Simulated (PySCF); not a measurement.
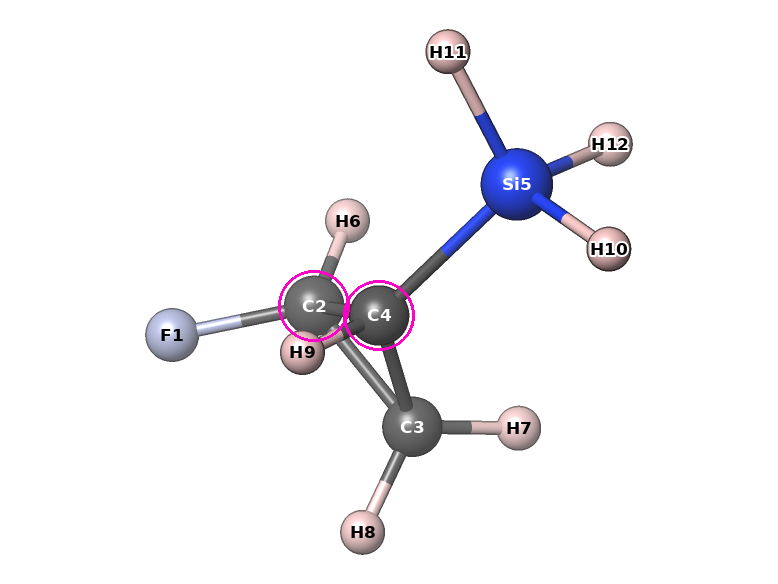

Atoms fade into the background with distance from the viewer. Circles mark the stereogenic atoms. The computed structure is the end point of a PBE0-D3(BJ)/def2-SVP optimisation. No frequency run is at hand to confirm it as a minimum.

What are the Cahn–Ingold–Prelog descriptors?

C2: R (priorities F1 > C4 > C3 > H6); C4: R (priorities Si5 > C2 > C3 > H9).
